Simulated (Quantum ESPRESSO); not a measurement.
# Collinear magnetic orders of Ni3Pt with Quantum ESPRESSO, part 2 of 2

Wanted: the moments of Ni3Pt and the energy of each order that was tried.

Quantum ESPRESSO 7.5; LDA; plane waves with GBRV 1.5 LDA potentials, no spin-orbit coupling.

So far, absolute magnetization (μB): step 2 (start 1: ferro +++) 2.33.

## Step 3: Run 2 (ferri ++−)

pw.in

```
&CONTROL
  calculation = 'scf'
  prefix = 'pwscf'
  outdir = './tmp'
  pseudo_dir = './pseudo'
  disk_io = 'nowf'
/
&SYSTEM
  ibrav = 0
  celldm(1) = 8
  nat = 4
  ntyp = 3
  ecutwfc = 40
  ecutrho = 280
  nbnd = 45
  occupations = 'smearing'
  smearing = 'fd'
  degauss = 0.00734986
  nspin = 2
  starting_magnetization(1) = 0.0556
  starting_magnetization(2) = -0.0556
  starting_magnetization(3) = 0
/
&ELECTRONS
  conv_thr = 8d-09
  electron_maxstep = 150
  mixing_beta = 0.3
/
ATOMIC_SPECIES
Ni1    58.6934 ni_lda_v1.4.uspp.F.UPF
Ni2    58.6934 ni_lda_v1.4.uspp.F.UPF
Pt    195.0840 pt_lda_v1.4.uspp.F.UPF
CELL_PARAMETERS alat
   0.8561798191892    0.0000000000000    0.0000000000000
   0.0000000000000    0.8561798191892    0.0000000000000
   0.0000000000000    0.0000000000000    0.8561798191892
ATOMIC_POSITIONS crystal
Ni1     0.5000000000    0.0000000000    0.5000000000
Ni1     0.0000000000    0.5000000000    0.5000000000
Ni2     0.5000000000    0.5000000000    0.0000000000
Pt      0.0000000000    0.0000000000    0.0000000000
K_POINTS automatic
8 8 8 0 0 0
```

Started as:

```sh
> OMP_NUM_THREADS=1 mpirun -n 4 pw.x -nk 4 -in pw.in > pw.out
```

Log:

```text
[banner, memory and clock lines left out]
Program PWSCF v.7.5 starts

     Message from routine setup:
     using ibrav=0 with symmetry is DISCOURAGED, use correct ibrav instead

     bravais-lattice index     =            0
     lattice parameter (alat)  =       8.0000  a.u.
     unit-cell volume          =     321.3401 (a.u.)^3
     number of atoms/cell      =            4
     number of atomic types    =            3
     number of electrons       =        70.00
     number of Kohn-Sham states=           45
     kinetic-energy cutoff     =      40.0000  Ry
     charge density cutoff     =     280.0000  Ry
     scf convergence threshold =      8.0E-09
     mixing beta               =       0.3000
     number of iterations used =            8  plain     mixing
     Exchange-correlation=  SLA  PZ   NOGX NOGC
                           (   1   1   0   0   0   0   0)

     celldm(1)=   8.000000  celldm(2)=   0.000000  celldm(3)=   0.000000
     celldm(4)=   0.000000  celldm(5)=   0.000000  celldm(6)=   0.000000

     crystal axes: (cart. coord. in units of alat)
               a(1) = (   0.856180   0.000000   0.000000 )
               a(2) = (   0.000000   0.856180   0.000000 )
               a(3) = (   0.000000   0.000000   0.856180 )

     reciprocal axes: (cart. coord. in units 2 pi/alat)
               b(1) = (  1.167979  0.000000  0.000000 )
               b(2) = (  0.000000  1.167979  0.000000 )
               b(3) = (  0.000000  0.000000  1.167979 )

     PseudoPot. # 1 for Ni read from file:
     ni_lda_v1.4.uspp.F.UPF
     Pseudo is Ultrasoft + core correction, Zval = 18.0

     PseudoPot. # 2 for Ni read from file:
     ni_lda_v1.4.uspp.F.UPF
     Pseudo is Ultrasoft + core correction, Zval = 18.0

     PseudoPot. # 3 for Pt read from file:
     pt_lda_v1.4.uspp.F.UPF
     Pseudo is Ultrasoft + core correction, Zval = 16.0

     atomic species   valence    mass     pseudopotential
     Ni1              18.00    58.69340     Ni( 1.00)
     Ni2              18.00    58.69340     Ni( 1.00)
     Pt               16.00   195.08400     Pt( 1.00)

     Starting magnetic structure
     atomic species   magnetization
     Ni1             0.056
     Ni2            -0.056
     Pt              0.000

     16 Sym. Ops., with inversion, found

   Cartesian axes

     site n.     atom                  positions (alat units)
         1        Ni1    tau(   1) = (   0.4280899   0.0000000   0.4280899  )
         2        Ni1    tau(   2) = (   0.0000000   0.4280899   0.4280899  )
         3        Ni2    tau(   3) = (   0.4280899   0.4280899   0.0000000  )
         4        Pt     tau(   4) = (   0.0000000   0.0000000   0.0000000  )

     number of k points=    75  Fermi-Dirac smearing, width (Ry)=  0.0073
                       cart. coord. in units 2pi/alat
        k(    1) = (   0.0000000   0.0000000   0.0000000), wk =   0.0019531
        k(    2) = (   0.0000000   0.0000000   0.1459974), wk =   0.0039062
        k(    3) = (   0.0000000   0.0000000   0.2919947), wk =   0.0039062
        k(    4) = (   0.0000000   0.0000000   0.4379921), wk =   0.0039062
        k(    5) = (   0.0000000   0.0000000  -0.5839895), wk =   0.0019531
        [... 70 further k-points ...]

     Dense  grid:    25413 G-vectors     FFT dimensions: (  40,  40,  40)

     Smooth grid:    11067 G-vectors     FFT dimensions: (  27,  27,  27)

     Check: negative core charge=   -0.000013
     Generating pointlists ...
     new r_m :   0.2497 (alat units)  1.9979 (a.u.) for type    1
     new r_m :   0.2497 (alat units)  1.9979 (a.u.) for type    2
     new r_m :   0.2497 (alat units)  1.9979 (a.u.) for type    3

     Initial potential from superposition of free atoms

     starting charge      63.5000, renormalised to      70.0000

     negative rho (up, down):  9.728E-02 9.728E-02
     Starting wfcs are   51 randomized atomic wfcs

     Self-consistent Calculation

     iteration #  1     ecut=    40.00 Ry     beta= 0.30
     Davidson diagonalization with overlap
     ethr =  1.00E-02,  avg # of iterations =  3.6

     negative rho (up, down):  9.135E-02 9.129E-02

     total energy              =   -1218.90004011 Ry
     estimated scf accuracy    <      87.40616279 Ry

     total magnetization       =     0.32 Bohr mag/cell
     absolute magnetization    =     0.91 Bohr mag/cell

     iteration #  2     ecut=    40.00 Ry     beta= 0.30
     Davidson diagonalization with overlap
     ethr =  1.00E-02,  avg # of iterations =  3.1

     negative rho (up, down):  8.620E-02 8.615E-02

     total energy              =   -1235.31940323 Ry
     estimated scf accuracy    <      41.39021306 Ry

     total magnetization       =     0.04 Bohr mag/cell
     absolute magnetization    =     0.16 Bohr mag/cell

     [... further iterations left out ...]

     iteration # 20     ecut=    40.00 Ry     beta= 0.30
     Davidson diagonalization with overlap
     ethr =  3.40E-09,  avg # of iterations =  2.0

     negative rho (up, down):  8.400E-02 8.160E-02

     total energy              =   -1240.41613945 Ry
     estimated scf accuracy    <       0.00000003 Ry

     total magnetization       =     2.14 Bohr mag/cell
     absolute magnetization    =     2.33 Bohr mag/cell

     iteration # 21     ecut=    40.00 Ry     beta= 0.30
     Davidson diagonalization with overlap
     ethr =  4.67E-11,  avg # of iterations =  1.9

     negative rho (up, down):  8.400E-02 8.160E-02

     Magnetic moment per site  (integrated on atomic sphere of radius R)
     atom   1 (R=0.250)  charge= 16.8655  magn=  0.6443
     atom   2 (R=0.250)  charge= 16.8655  magn=  0.6443
     atom   3 (R=0.250)  charge= 16.8656  magn=  0.6442
     atom   4 (R=0.250)  charge= 13.4001  magn=  0.2878

     End of self-consistent calculation

     Number of k-points >= 100: set verbosity='high' to print the bands.

     the Fermi energy is    18.9903 ev

!    total energy              =   -1240.41613946 Ry
     estimated scf accuracy    <          6.4E-09 Ry
     smearing contrib. (-TS)   =      -0.01602655 Ry
     internal energy E=F+TS    =   -1240.40011292 Ry

     The total energy is F=E-TS. E is the sum of the following terms:
     one-electron contribution =    -614.15019215 Ry
     hartree contribution      =     356.69501794 Ry
     xc contribution           =    -161.96956609 Ry
     ewald contribution        =    -820.97537261 Ry

     total magnetization       =     2.15 Bohr mag/cell
     absolute magnetization    =     2.33 Bohr mag/cell

     convergence has been achieved in  21 iterations
```

The job ended after 65 s (4 MPI ranks of Arm Neoverse V2, shared host; peak memory 0.48 GiB).

Spin moment in the atom's sphere by atom:

```tsv
atom	spin moment in the atom's sphere (μB)
Ni1	0.644
Ni2	0.644
Ni3	0.644
Pt4	0.288
```

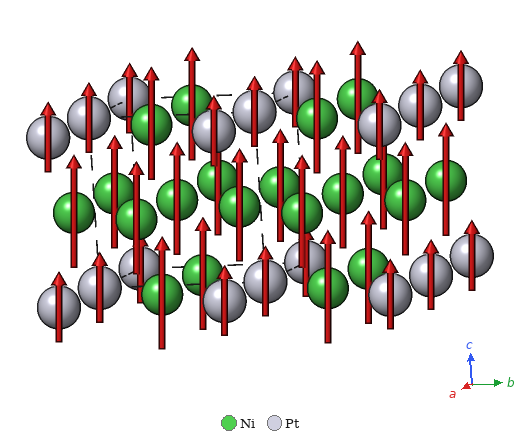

Spin moment in the atom's sphere as arrows, the longest 0.644 μB. Up and down stand for the sign. Arrows give size and sign along the axis of quantisation, drawn up and down the page. Each arrow also spans its atom, so small moments look longer than they are. 2×2×1 cells are drawn. Some periodic images of atoms are drawn too.

Read from the output:

```
smearing term TS       : 0.2181 eV
magnetization          : 2.145 μB
absolute magnetization : 2.333 μB
final state            : ferromagnetic
```

The typed signs were not kept.

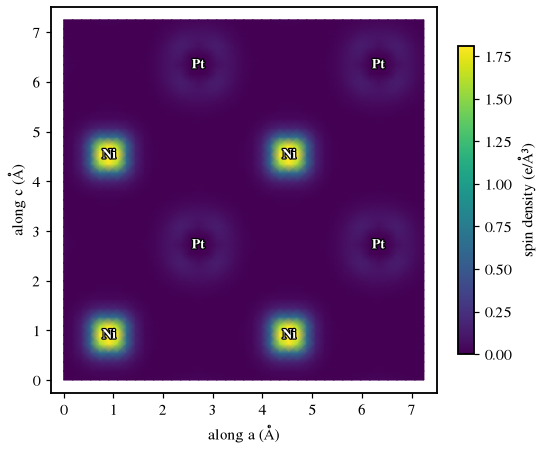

Spin density in the ac plane at fractional y = 0.000, with atoms of Ni and Pt within 0.2 Å of it. The map starts off the cell's origin, so that atoms lie inside it.

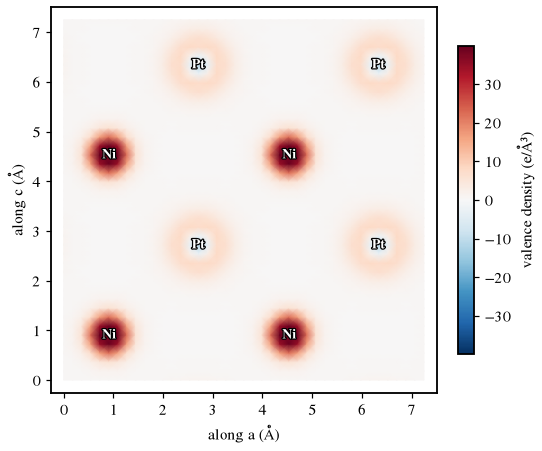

Valence density in the ac plane at fractional y = 0.000, with atoms of Ni and Pt within 0.2 Å of it. It is the smooth field of the valence electrons, not physical close to the nuclei. The map starts off the cell's origin, so that atoms lie inside it.

## Step 4: Run 3, typed as no spin polarisation

pw.in

```
&CONTROL
  calculation = 'scf'
  prefix = 'pwscf'
  outdir = './tmp'
  pseudo_dir = './pseudo'
  disk_io = 'nowf'
/
&SYSTEM
  ibrav = 0
  celldm(1) = 8
  nat = 4
  ntyp = 2
  ecutwfc = 40
  ecutrho = 280
  nbnd = 45
  occupations = 'smearing'
  smearing = 'fd'
  degauss = 0.00734986
/
&ELECTRONS
  conv_thr = 8d-09
  electron_maxstep = 150
  mixing_beta = 0.3
/
ATOMIC_SPECIES
Ni     58.6934 ni_lda_v1.4.uspp.F.UPF
Pt    195.0840 pt_lda_v1.4.uspp.F.UPF
CELL_PARAMETERS alat
   0.8561798191892    0.0000000000000    0.0000000000000
   0.0000000000000    0.8561798191892    0.0000000000000
   0.0000000000000    0.0000000000000    0.8561798191892
ATOMIC_POSITIONS crystal
Ni      0.5000000000    0.0000000000    0.5000000000
Ni      0.0000000000    0.5000000000    0.5000000000
Ni      0.5000000000    0.5000000000    0.0000000000
Pt      0.0000000000    0.0000000000    0.0000000000
K_POINTS automatic
8 8 8 0 0 0
```

Log:

```text
     [... lines left out ...]
Program PWSCF v.7.5 starts
     [... lines left out ...]
     number of atoms/cell      =            4
     [... lines left out ...]
     number of electrons       =        70.00
     number of Kohn-Sham states=           45
     kinetic-energy cutoff     =      40.0000  Ry
     charge density cutoff     =     280.0000  Ry
     scf convergence threshold =      8.0E-09
     [... lines left out ...]
     48 Sym. Ops., with inversion, found
     [... lines left out ...]
     number of k points=    35  Fermi-Dirac smearing, width (Ry)=  0.0073
     [... lines left out ...]
     iteration # 13     ecut=    40.00 Ry     beta= 0.30
     [... lines left out ...]
     the Fermi energy is    18.9066 ev
!    total energy              =   -1240.41185788 Ry
     estimated scf accuracy    <          3.6E-09 Ry
     smearing contrib. (-TS)   =      -0.02195143 Ry
     [... lines left out ...]
     convergence has been achieved in  13 iterations
```

The job ended after 11 s (4 MPI ranks; peak memory 0.33 GiB).

Read from the output:

```
smearing term TS : 0.2987 eV
final state      : non-magnetic (no spin polarisation)
```

## Step 5: Energies of the orders

An order is kept where moments of 0.15 μB or more survive with the typed signs; meshes match where a doubled cell samples the same k points as the first cell.

Orders:

```tsv
start	final state	typed order kept	energy over the lowest (meV a seeded atom)	largest site moment (μB)	net moment (μB a cell of the first run)	mesh matched	CPU time (s)
ferro +++	ferromagnetic	yes	0	0.6444	2.145	yes	89.28
ferri ++-	ferromagnetic	no	0	0.6443	2.145	yes	259.2
no spin polarisation	non-magnetic	-	19.42	0	0	yes	45.03
```

## Step 6: Results

```yaml
lowest_state_found: ferromagnetic (from ferro +++ and ferri ++-)
largest_site_moment: 0.644 μB
state_without_moments: 19.4 meV a seeded atom higher
```

What this shows: At this level spin polarisation gains little. 1 start left the typed signs, so such an energy belongs to the state reached, not the one typed. This is the lowest of 3 collinear or spinless starts, no proof of the ground state. Energies are free energies at an electronic temperature of 1160 K, which lowers moments and differences where the moments are itinerant.

[Logs and program files are shortened in this print: banners, set-up blocks, solver, clock and traceback lines can be left out without a mark of their own.]

[Logs are printed without paths, hosts, clocks, repeated set-up lines and the standing remarks that a program may print on its own settings, such as how far it seeks lower states.]

[Hosts, paths, dates, database ids (printed as entryN), source tags and the programs' standing remarks are cut or masked in the printed files.]

[Where a cell is said to come from a database of computed structures, the database is the Materials Project.]
